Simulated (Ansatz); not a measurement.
Bond stretch in GeGa (cation, charge +1), lowest singlet found (which spin is the ground state isn't settled by this scan).

RKS-BLYP = restricted BLYP/aug-cc-pVDZ in Ansatz (a first-principles code); RKS-PBE = restricted PBE/aug-cc-pVDZ in Ansatz; RKS-B3LYP = restricted B3LYP/aug-cc-pVDZ (Ansatz); RCCSD(T) = CCSD(T) on RHF/aug-cc-pVDZ, cores with 3d frozen in Ansatz; FCI = full CI/aug-cc-pVDZ, cores with 3d frozen in Ansatz.

Cost and accuracy over the 11 points of the scan, with FCI as yardstick. Costs are rough ratios of core time within Ansatz on shared cores, each with its mean field (Kohn-Sham runs search longer for lower solutions than correlated ones do); the miss is the largest error against full CI of the curve after the mean shift, in kcal/mol.

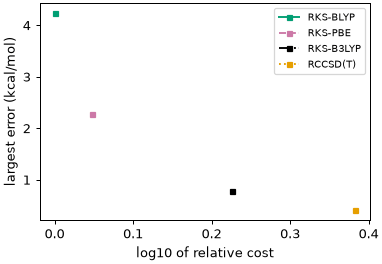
*Miss against cost, one point a level.*

| level | relative cost | largest error |
|---|---|---|
| RKS-BLYP | 1 | 4.2 |
| RKS-PBE | 1 | 2.3 |
| RKS-B3LYP | 2 | 0.8 |
| RCCSD(T) | 2 | 0.4 |

Costs within a factor of two of each other count as equal.

The scan ran from 1.74 to 8.22 Å; beyond the distances shown full CI changes its symmetry label. The restricted form behind RKS-BLYP, RKS-PBE, RKS-B3LYP keeps the bonding electrons paired and can't separate into open-shell fragments. Also computed but left out beside FCI, since their determinant holds another spin at the minimum (<S²> over 0.7 above the pure value): UHF, UCCSD, UCCSD(T), UKS-BLYP, UKS-B3LYP, UKS-PBE, UKS-B3LYP/6-31G*, UHF/3-21G.
